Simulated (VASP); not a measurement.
# How plane-wave cutoff and SCF threshold change a VASP run on YSb, part 2 of 3

Aim: find how far the plane-wave cutoff and SCF threshold must be pushed for YSb, and what that costs. The atoms are off their equilibrium sites, so that forces can be compared too. The series runs use PBEsol. The atoms of the start are displaced at random from the sites of a Fm-3m cell.

VASP 6.6.1; PBEsol; plane waves and PAW (Y_sv, Sb).

Still holding for the runs below: The k-mesh is coarse for a metal.

So far. Step 6 (Plane-wave cutoff: ENCUT = 230): Against the run before the energy moves by -0.27 meV an atom and the pressure by +0.10 GPa, after 13 cycles in 8.8 s.

### Step 7. Plane-wave cutoff: ENCUT = 260

File INCAR:

```
SYSTEM = YSb
PREC = Accurate
ENCUT = 260
EDIFF = 1E-06
NELM = 100
ISMEAR = -1
SIGMA = 0.05
LREAL = .FALSE.
ALGO = Normal
GGA = PS
NBANDS = 14
LASPH = .TRUE.
LORBIT = 11
LWAVE = .FALSE.
LCHARG = .FALSE.
KPAR = 2
ISIF = 2
```

File POSCAR:

```
YSb
1.0
    0.0000000000      3.0822500000      3.0822500000
    3.0822500000      0.0000000000      3.0822500000
    3.0822500000      3.0822500000      0.0000000000
Y Sb
1 1
Direct
    0.4973480000      0.5029190000      0.5077070000
    0.0024430000     -0.0050250000      0.0198280000
```

File KPOINTS:

```
Automatic mesh
0
Gamma
6 6 6
0 0 0
```

PAW data sets: Y_sv and Sb (PBE family, release 64).

Started as:

```sh
$ mpirun -np 2 vasp_std
```

The log of the run:

```text
[... set-up lines as in an earlier step ...]
 entering main loop
       N       E                     dE             d eps       ncg     rms          rms(c)
DAV:   1     0.320578765581E+02    0.32058E+02   -0.49897E+03  3192   0.594E+02
DAV:   2    -0.116775045128E+02   -0.43735E+02   -0.41600E+02  4350   0.154E+02
DAV:   3    -0.145203597770E+02   -0.28429E+01   -0.28174E+01  5104   0.283E+01
DAV:   4    -0.145829414220E+02   -0.62582E-01   -0.62568E-01  3674   0.416E+00
[...]
DAV:  12    -0.137596074956E+02    0.25475E-04   -0.35480E-05  3670   0.384E-02    0.151E-02
DAV:  13    -0.137596064914E+02    0.10042E-05   -0.53762E-06  4278   0.130E-02    0.121E-02
DAV:  14    -0.137596062481E+02    0.24330E-06   -0.17616E-07  1634   0.238E-03
   1 F= -.13759606E+02 E0= -.13757075E+02  d E =-.506244E-02
```

Elapsed: 9.6 s, on 2 MPI ranks of Intel Xeon Platinum 8559C (Emerald Rapids), shared host; peak memory 0.31 GiB; 17 s of CPU time.

From OUTCAR (step 7):

```text
  Total       -0.5443497     -0.4706489     -0.5469073     -0.0074996      0.0051328      0.0011868
  in kB      -14.8920663    -12.8757959    -14.9620363     -0.2051696      0.1404200      0.0324679
  external PRESSURE =     -14.2432995 kB  Pullay stress =       0.0000000 kB

 POSITION                                       TOTAL-FORCE (eV/Angst)
 -----------------------------------------------------------------------------------
      3.11500      3.09783      3.08307         0.063212      0.260468     -0.043168
      3.12788      0.06864      3.07429        -0.063212     -0.260468      0.043168
 -----------------------------------------------------------------------------------
    total drift:                               -0.000029      0.000116     -0.000010

  FREE ENERGIE OF THE ION-ELECTRON SYSTEM (eV)
  ---------------------------------------------------
  free  energy   TOTEN  =       -13.7596062481 eV

  energy  without entropy=      -13.7545438105  energy(sigma->0) =      -13.75707503

[... 1 part as in an earlier step ...]

[... 2 further parts left out ...]
[key lines of the parts left out:]
E-fermi :   4.9082
```

Against the run before the energy moves by -0.81 meV an atom and the pressure by +0.04 GPa, after 14 cycles in 9.6 s.

### Step 8. Plane-wave cutoff: ENCUT = 320

INCAR, as its differences from that of step 7:

```diff
@@ -2,3 +2,3 @@
 PREC = Accurate
-ENCUT = 260
+ENCUT = 320
 EDIFF = 1E-06
```

POSCAR is that of step 7.

KPOINTS is that of step 7.

Started as:

```sh
$ mpirun -np 2 vasp_std
```

The log of the run:

```text
[... set-up lines as in an earlier step ...]
 entering main loop
       N       E                     dE             d eps       ncg     rms          rms(c)
DAV:   1     0.371464868631E+02    0.37146E+02   -0.54652E+03  3200   0.685E+02
DAV:   2    -0.112942144677E+02   -0.48441E+02   -0.45963E+02  4260   0.169E+02
DAV:   3    -0.145090251901E+02   -0.32148E+01   -0.31849E+01  5308   0.312E+01
DAV:   4    -0.145807708551E+02   -0.71746E-01   -0.71728E-01  3654   0.452E+00
[...]
DAV:  12    -0.137595046670E+02    0.26765E-04   -0.36496E-05  3678   0.400E-02    0.170E-02
DAV:  13    -0.137595034682E+02    0.11988E-05   -0.63120E-06  4306   0.146E-02    0.128E-02
DAV:  14    -0.137595032638E+02    0.20435E-06   -0.18797E-07  1640   0.268E-03
   1 F= -.13759503E+02 E0= -.13756972E+02  d E =-.506209E-02
```

Elapsed: 16 s, on 2 MPI ranks; peak memory 0.38 GiB; 30 s of CPU time.

Parts of OUTCAR (step 8):

```text
  Total       -0.5006759     -0.4271755     -0.5031480     -0.0074774      0.0051043      0.0011893
  in kB      -13.6972587    -11.6864703    -13.7648912     -0.2045622      0.1396408      0.0325363
  external PRESSURE =     -13.0495401 kB  Pullay stress =       0.0000000 kB

 POSITION                                       TOTAL-FORCE (eV/Angst)
 -----------------------------------------------------------------------------------
      3.11500      3.09783      3.08307         0.063115      0.259659     -0.043032
      3.12788      0.06864      3.07429        -0.063115     -0.259659      0.043032
 -----------------------------------------------------------------------------------
    total drift:                               -0.000030      0.000082     -0.000036

  FREE ENERGIE OF THE ION-ELECTRON SYSTEM (eV)
  ---------------------------------------------------
  free  energy   TOTEN  =       -13.7595032638 eV

  energy  without entropy=      -13.7544411782  energy(sigma->0) =      -13.75697222

[... 1 part as in an earlier step ...]

[... 2 further parts left out ...]
[key lines of the parts left out:]
E-fermi :   4.9070
```

Against the run before the energy moves by +0.05 meV an atom and the pressure by +0.12 GPa, after 14 cycles in 16 s.

### Step 9. Plane-wave cutoff: ENCUT = 410

INCAR, as its differences from that of step 8:

```diff
@@ -2,3 +2,3 @@
 PREC = Accurate
-ENCUT = 320
+ENCUT = 410
 EDIFF = 1E-06
```

POSCAR is that of step 8.

KPOINTS is that of step 8.

Started as:

```sh
$ mpirun -np 2 vasp_std
```

The log of the run:

```text
[... set-up lines as in an earlier step ...]
 entering main loop
       N       E                     dE             d eps       ncg     rms          rms(c)
DAV:   1     0.457900677641E+02    0.45790E+02   -0.61298E+03  3144   0.821E+02
DAV:   2    -0.107663120918E+02   -0.56556E+02   -0.53248E+02  4114   0.193E+02
DAV:   3    -0.144852889931E+02   -0.37190E+01   -0.36790E+01  5380   0.352E+01
DAV:   4    -0.145806314340E+02   -0.95342E-01   -0.95303E-01  3676   0.526E+00
[...]
DAV:  12    -0.137603835273E+02    0.26444E-04   -0.35263E-05  3696   0.400E-02    0.175E-02
DAV:  13    -0.137603822727E+02    0.12546E-05   -0.63425E-06  4266   0.149E-02    0.131E-02
DAV:  14    -0.137603820775E+02    0.19522E-06   -0.19052E-07  1592   0.280E-03
   1 F= -.13760382E+02 E0= -.13757851E+02  d E =-.506147E-02
```

Elapsed: 21 s, on 2 MPI ranks; peak memory 0.44 GiB; 39 s of CPU time.

OUTCAR, selected parts (step 9):

```text
  Total       -0.4945303     -0.4212000     -0.4969883     -0.0075498      0.0051172      0.0011821
  in kB      -13.5291304    -11.5229960    -13.5963758     -0.2065426      0.1399953      0.0323381
  external PRESSURE =     -12.8828341 kB  Pullay stress =       0.0000000 kB

 POSITION                                       TOTAL-FORCE (eV/Angst)
 -----------------------------------------------------------------------------------
      3.11500      3.09783      3.08307         0.063093      0.259685     -0.043050
      3.12788      0.06864      3.07429        -0.063093     -0.259685      0.043050
 -----------------------------------------------------------------------------------
    total drift:                                0.000025      0.000017      0.000016

  FREE ENERGIE OF THE ION-ELECTRON SYSTEM (eV)
  ---------------------------------------------------
  free  energy   TOTEN  =       -13.7603820775 eV

  energy  without entropy=      -13.7553206045  energy(sigma->0) =      -13.75785134

[... 1 part as in an earlier step ...]

[... 2 further parts left out ...]
[key lines of the parts left out:]
E-fermi :   4.9067
```

Against the run before the energy moves by -0.44 meV an atom and the pressure by +0.02 GPa, after 14 cycles in 21 s.

### Step 10. The plane-wave cutoff series as a table

This step: convergence of PBEsol results with the cutoff; plane waves and PAW (VASP 6.6.1).

Derived from the runs above.

Differences are taken from the run with ENCUT = 410. Results of the series, by row:

| setting | status | energy less the reference (meV/atom) | pressure (GPa) | largest force difference (meV/Å) | SCF cycles | wall time (s) |
| --- | --- | --- | --- | --- | --- | --- |
| ENCUT = 120 | converged | -110 | -23.82 | 33.41 | 13 | 4.8 |
| ENCUT = 150 | converged | 3.757 | -6.74 | 9.26 | 13 | 7.2 |
| ENCUT = 180 | converged | -0.9901 | -2.146 | 4.069 | 13 | 8.2 |
| ENCUT = 200 | converged | 1.47 | -1.567 | 1.582 | 13 | 9.8 |
| ENCUT = 230 | converged | 1.199 | -1.465 | 1.143 | 13 | 8.8 |
| ENCUT = 260 | converged | 0.3882 | -1.424 | 0.783 | 14 | 9.6 |
| ENCUT = 320 | converged | 0.4396 | -1.305 | 0.026 | 14 | 16.4 |
| ENCUT = 410 | converged | 0 | -1.288 | 0 | 14 | 21 |

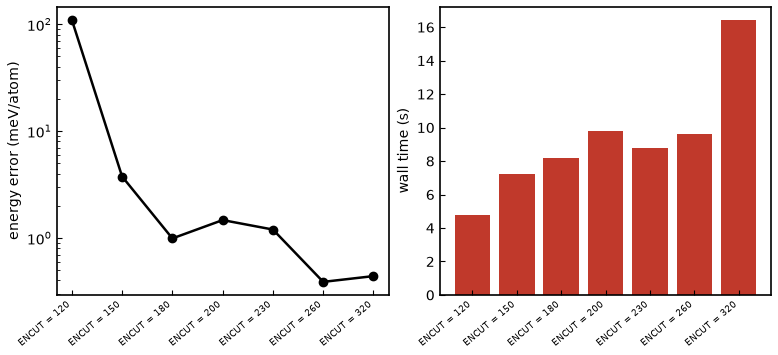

The energy error in size, against the reference run (errors under 0.01 are drawn at 0.01), and the wall time by setting.

### Step 11. SCF threshold: EDIFF = 0.01

This step: PBEsol; plane waves and PAW (Y_sv, Sb) (VASP 6.6.1).

EDIFF stops the electronic loop; forces need it tighter than energies do.

INCAR, as its differences from that of step 9:

```diff
@@ -2,4 +2,4 @@
 PREC = Accurate
-ENCUT = 410
-EDIFF = 1E-06
+ENCUT = 400
+EDIFF = 0.01
 NELM = 100
```

POSCAR is that of step 9.

KPOINTS is that of step 9.

Started as:

```sh
$ mpirun -np 2 vasp_std
```

The log of the run:

```text
[... set-up lines as in an earlier step ...]
 entering main loop
       N       E                     dE             d eps       ncg     rms          rms(c)
DAV:   1     0.458738299557E+02    0.45874E+02   -0.61713E+03  3144   0.811E+02
DAV:   2    -0.108698730412E+02   -0.56744E+02   -0.53646E+02  4196   0.193E+02
DAV:   3    -0.144961104516E+02   -0.36262E+01   -0.35900E+01  5430   0.352E+01
DAV:   4    -0.145808355600E+02   -0.84725E-01   -0.84703E-01  3658   0.501E+00
DAV:   5    -0.145824450621E+02   -0.16095E-02   -0.16095E-02  3888   0.640E-01    0.254E+01
DAV:   6    -0.138414547266E+02    0.74099E+00   -0.10469E+00  3702   0.580E+00    0.184E+01
DAV:   7    -0.137950246130E+02    0.46430E-01   -0.72484E-01  4254   0.489E+00    0.378E+00
DAV:   8    -0.137648541635E+02    0.30170E-01   -0.23271E-01  3490   0.293E+00    0.536E-01
DAV:   9    -0.137603253352E+02    0.45288E-02   -0.22185E-02  3304   0.100E+00
   1 F= -.13760325E+02 E0= -.13757749E+02  d E =-.515253E-02
```

It took 11 s on 2 MPI ranks; peak memory 0.41 GiB; 21 s of CPU time.

Parts of OUTCAR (step 11):

```text
   ENCUT  =  400.0 eV  29.40 Ry    5.42 a.u.   7.11  7.11  7.11*2*pi/ulx,y,z

   NELECT =      16.0000    total number of electrons

 E-fermi :   4.9069

 k-point     1 :       0.0000    0.0000    0.0000
  band No.  band energies     occupation
      1     -37.6889      2.00000
      2     -17.6716      2.00000
      3     -17.6703      2.00000
      4     -17.6703      2.00000
      5      -4.7999      2.00000
      6       5.7968      0.00000
      7       5.8035      0.00000
      8       5.8304      0.00000
      9       6.1520      0.00000
     10       6.2197      0.00000
    ...

  Total       -0.4124852     -0.3332517     -0.4154089     -0.0073316      0.0050444      0.0011998
  in kB      -11.2845802     -9.1169470    -11.3645642     -0.2005737      0.1380019      0.0328230
  external PRESSURE =     -10.5886971 kB  Pullay stress =       0.0000000 kB

 POSITION                                       TOTAL-FORCE (eV/Angst)
 -----------------------------------------------------------------------------------
      3.11500      3.09783      3.08307         0.063107      0.259514     -0.043017
      3.12788      0.06864      3.07429        -0.063107     -0.259514      0.043017
 -----------------------------------------------------------------------------------
    total drift:                               -0.000213     -0.000330      0.000029

  FREE ENERGIE OF THE ION-ELECTRON SYSTEM (eV)
  ---------------------------------------------------
  free  energy   TOTEN  =       -13.7603253352 eV

  energy  without entropy=      -13.7551728047  energy(sigma->0) =      -13.75774907

[... 5 parts as in an earlier step ...]

[... 11 further parts left out ...]
```

Numbers from this step:

```
SCF cycles : 9
pressure   : -1.059 GPa
```

The series starts at -6.8789 eV an atom and -1.06 GPa, after 9 cycles in 11 s.

### Step 12. SCF threshold: EDIFF = 0.001

INCAR, as its differences from that of step 11:

```diff
@@ -3,3 +3,3 @@
 ENCUT = 400
-EDIFF = 0.01
+EDIFF = 0.001
 NELM = 100
```

POSCAR is that of step 11.

KPOINTS is that of step 11.

Started as:

```sh
$ mpirun -np 2 vasp_std
```

The log of the run:

```text
[... set-up lines as in an earlier step ...]
 entering main loop
       N       E                     dE             d eps       ncg     rms          rms(c)
[... 4 cycles as in an earlier step ...]
DAV:   5    -0.145824784410E+02   -0.16429E-02   -0.16428E-02  4442   0.640E-01    0.254E+01
DAV:   6    -0.138416370642E+02    0.74084E+00   -0.10445E+00  3702   0.579E+00    0.184E+01
DAV:   7    -0.137950195879E+02    0.46617E-01   -0.72299E-01  4222   0.489E+00    0.377E+00
DAV:   8    -0.137648807254E+02    0.30139E-01   -0.23403E-01  3484   0.294E+00    0.539E-01
DAV:   9    -0.137602986520E+02    0.45821E-02   -0.21767E-02  3460   0.993E-01    0.268E-01
DAV:  10    -0.137602535587E+02    0.45093E-04   -0.89035E-04  2148   0.247E-01
   1 F= -.13760254E+02 E0= -.13757726E+02  d E =-.505553E-02
```

It took 13 s on 2 MPI ranks; peak memory 0.41 GiB; 23 s of CPU time.

From OUTCAR (step 12):

```text
  Total       -0.4209685     -0.3463967     -0.4235456     -0.0073950      0.0051176      0.0010515
  in kB      -11.5166627     -9.4765599    -11.5871656     -0.2023090      0.1400040      0.0287676
  external PRESSURE =     -10.8601294 kB  Pullay stress =       0.0000000 kB

 POSITION                                       TOTAL-FORCE (eV/Angst)
 -----------------------------------------------------------------------------------
      3.11500      3.09783      3.08307         0.063124      0.259830     -0.043029
      3.12788      0.06864      3.07429        -0.063124     -0.259830      0.043029
 -----------------------------------------------------------------------------------
    total drift:                                0.000056      0.000450     -0.000116

  FREE ENERGIE OF THE ION-ELECTRON SYSTEM (eV)
  ---------------------------------------------------
  free  energy   TOTEN  =       -13.7602535587 eV

  energy  without entropy=      -13.7551980298  energy(sigma->0) =      -13.75772579

[... 2 parts as in an earlier step ...]

[... 1 further part left out ...]
[key lines of the parts left out:]
E-fermi :   4.9067
```

Against the run before the energy moves by +0.01 meV an atom and the pressure by -0.03 GPa, after 10 cycles in 13 s.

### Step 13. SCF threshold: EDIFF = 1E-04

INCAR, as its differences from that of step 12:

```diff
@@ -3,3 +3,3 @@
 ENCUT = 400
-EDIFF = 0.001
+EDIFF = 1E-04
 NELM = 100
```

POSCAR is that of step 12.

KPOINTS is that of step 12.

Started as:

```sh
$ mpirun -np 2 vasp_std
```

The log of the run:

```text
[... set-up lines as in an earlier step ...]
 entering main loop
       N       E                     dE             d eps       ncg     rms          rms(c)
[... 9 cycles as in an earlier step ...]
DAV:  10    -0.137602614779E+02    0.37174E-04   -0.96955E-04  3634   0.247E-01
   1 F= -.13760261E+02 E0= -.13757734E+02  d E =-.505553E-02
```

Wall time 13 s (2 MPI ranks); peak memory 0.41 GiB.

OUTCAR, selected parts (step 13):

```text
  Total       -0.4184903     -0.3438388     -0.4209933     -0.0074138      0.0050739      0.0011654
  in kB      -11.4488654     -9.4065830    -11.5173398     -0.2028246      0.1388090      0.0318812
  external PRESSURE =     -10.7909294 kB  Pullay stress =       0.0000000 kB

 POSITION                                       TOTAL-FORCE (eV/Angst)
 -----------------------------------------------------------------------------------
      3.11500      3.09783      3.08307         0.063091      0.259643     -0.043021
      3.12788      0.06864      3.07429        -0.063091     -0.259643      0.043021
 -----------------------------------------------------------------------------------
    total drift:                               -0.000088      0.000035     -0.000006

  FREE ENERGIE OF THE ION-ELECTRON SYSTEM (eV)
  ---------------------------------------------------
  free  energy   TOTEN  =       -13.7602614779 eV

  energy  without entropy=      -13.7552059482  energy(sigma->0) =      -13.75773371

[... 2 parts as in an earlier step ...]

[... 1 further part left out ...]
[key lines of the parts left out:]
E-fermi :   4.9067
```

Against the run before the energy stays within 0.01 meV an atom; the pressure moves by +0.01 GPa, after 10 cycles in 13 s.

### Step 14. SCF threshold: EDIFF = 1E-05

INCAR, as its differences from that of step 13:

```diff
@@ -3,3 +3,3 @@
 ENCUT = 400
-EDIFF = 1E-04
+EDIFF = 1E-05
 NELM = 100
```

POSCAR is that of step 13.

KPOINTS is that of step 13.

Started as:

```sh
$ mpirun -np 2 vasp_std
```

The log of the run:

```text
[... set-up lines as in an earlier step ...]
 entering main loop
       N       E                     dE             d eps       ncg     rms          rms(c)
[... 9 cycles as in an earlier step ...]
DAV:  10    -0.137602614779E+02    0.37174E-04   -0.96955E-04  3634   0.247E-01    0.249E-01
DAV:  11    -0.137603020756E+02   -0.40598E-04   -0.16399E-04  3786   0.116E-01    0.152E-01
DAV:  12    -0.137602768972E+02    0.25178E-04   -0.34239E-05  3544   0.397E-02    0.148E-02
DAV:  13    -0.137602756469E+02    0.12503E-05   -0.54014E-06  1850   0.150E-02
   1 F= -.13760276E+02 E0= -.13757745E+02  d E =-.506123E-02
```

Run time: 16 s. Hardware: 2 MPI ranks; peak memory 0.42 GiB.

OUTCAR, selected parts (step 14):

```text
  Total       -0.4938781     -0.4205026     -0.4963190     -0.0074813      0.0051059      0.0011945
  in kB      -13.5112890    -11.5039152    -13.5780657     -0.2046701      0.1396842      0.0326783
  external PRESSURE =     -12.8644233 kB  Pullay stress =       0.0000000 kB

 POSITION                                       TOTAL-FORCE (eV/Angst)
 -----------------------------------------------------------------------------------
      3.11500      3.09783      3.08307         0.063104      0.259617     -0.043027
      3.12788      0.06864      3.07429        -0.063104     -0.259617      0.043027
 -----------------------------------------------------------------------------------
    total drift:                               -0.000007      0.000152     -0.000045

  FREE ENERGIE OF THE ION-ELECTRON SYSTEM (eV)
  ---------------------------------------------------
  free  energy   TOTEN  =       -13.7602756469 eV

  energy  without entropy=      -13.7552144172  energy(sigma->0) =      -13.75774503

[... 2 parts as in an earlier step ...]

[... 1 further part left out ...]
[key lines of the parts left out:]
E-fermi :   4.9067
```

Against the run before the energy moves by -0.01 meV an atom and the pressure by -0.21 GPa, after 13 cycles in 16 s.

### Step 15. SCF threshold: EDIFF = 1E-06

INCAR, as its differences from that of step 14:

```diff
@@ -3,3 +3,3 @@
 ENCUT = 400
-EDIFF = 1E-05
+EDIFF = 1E-06
 NELM = 100
```

POSCAR is that of step 14.

KPOINTS is that of step 14.

Started as:

```sh
$ mpirun -np 2 vasp_std
```

The log of the run:

```text
[... set-up lines as in an earlier step ...]
 entering main loop
       N       E                     dE             d eps       ncg     rms          rms(c)
[... 11 cycles as in an earlier step ...]
DAV:  12    -0.137602769262E+02    0.25149E-04   -0.34529E-05  3672   0.397E-02    0.151E-02
DAV:  13    -0.137602757765E+02    0.11496E-05   -0.62222E-06  4268   0.146E-02    0.128E-02
DAV:  14    -0.137602755793E+02    0.19721E-06   -0.19155E-07  1622   0.279E-03
   1 F= -.13760276E+02 E0= -.13757745E+02  d E =-.506162E-02
```

The job ended after 17 s (2 MPI ranks; peak memory 0.41 GiB; 31 s of CPU time).

[end of part 2 of 3]

[Lines on the potential files, build, host, timing and source positions are cut from VASP's logs without a mark.]

[Logs are printed without paths, hosts, clocks, repeated set-up lines and the standing remarks that a program may print on its own settings, such as how far it seeks lower states.]

[Hosts, paths, dates, database ids (printed as entryN), source tags and the programs' standing remarks are cut or masked in the printed files.]

[A measured line is paired with the nearest computed mode of its activity, which favours agreement.]

[In band tables of VASP the shares of atoms and orbitals are scaled to a sum of 1 inside the atoms' spheres.]
